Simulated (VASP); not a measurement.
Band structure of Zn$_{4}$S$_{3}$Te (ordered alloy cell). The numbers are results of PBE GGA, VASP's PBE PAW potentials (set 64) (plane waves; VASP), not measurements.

Unless said otherwise, spin-orbit coupling is left out, though it shifts the bands of the heavy elements here.

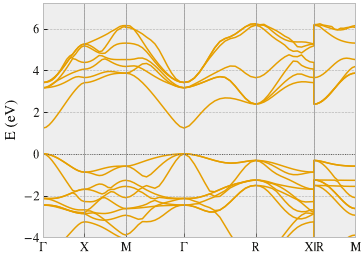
Figure. Bands along high-symmetry lines, zero at the valence-band maximum or, without a gap, the Fermi level

Task: Read the plot: is there a gap, and where are the band edges?

Result: The gap is direct, 1.23 eV, from the valence maximum at Γ to the conduction minimum at Γ. (Edges off the drawn lines would not show.)

The structure was generated: Zn4S3Te was put into an ordered model structure (P-43m), which need not be its known phase. It was relaxed first.
